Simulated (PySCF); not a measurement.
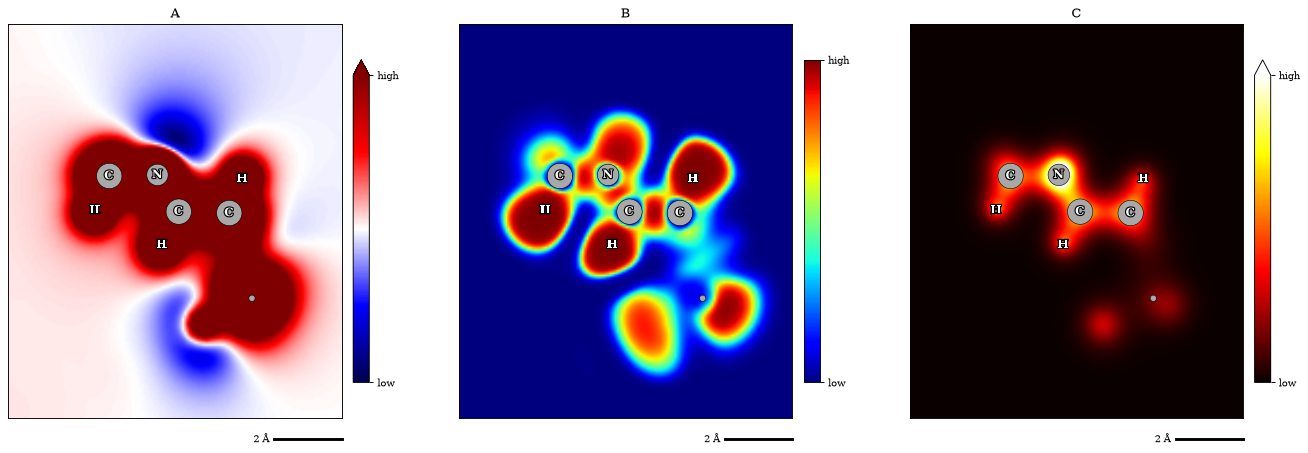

C₄H₁₁NO₂Si (SMILES C/N=C/CO[SiH2]OC): 3 fields on the plane of atoms N2, C3 and H12, with unlabelled colour scales. Grey discs cover the atomic cores.

Geometry: PBE0-D3(BJ)/def2-SVP.

All numbers below come from PBE0/pcSseg-1, SCF density, gas phase, non-relativistic in PySCF.

```xyz
19

C     2.9039    0.9762    0.9251
N     2.4606   -0.0889    0.0736
C     1.2776   -0.0641   -0.3662
C     0.7572   -1.1302   -1.2853
O    -0.5058   -1.5984   -0.8822
Si   -1.9512   -0.8697   -1.2491
O    -2.1861    0.5451   -0.4162
C    -2.4120    0.6299    0.9648
H     2.1332    1.7471    1.1277
H     3.2468    0.5566    1.8850
H     3.7820    1.4662    0.4735
H     0.5611    0.7486   -0.1141
H     0.7165   -0.7206   -2.3162
H     1.4709   -1.9673   -1.2882
H    -1.9699   -0.4734   -2.6829
H    -2.9900   -1.8650   -0.8726
H    -2.7814    1.6386    1.2035
H    -1.4845    0.4585    1.5401
H    -3.1663   -0.1013    1.3093
```

> The panels show electron density, electron localisation function and electrostatic potential in some order. Assign them.

Panel A: electrostatic potential (strongly positive close to the atoms, with negative regions outside electron-rich atoms). Panel B: electron localisation function. Panel C: electron density. From the grid: C–N (1.26 Å): the density is about 2.8 e/Å³ at the midpoint; the ELF peaks at about 0.90 between the atoms; a multiple bond. C–C (1.50 Å): ρ is about 1.8 e/Å³ halfway; the ELF peaks at about 0.95 between the atoms; a covalent bond.
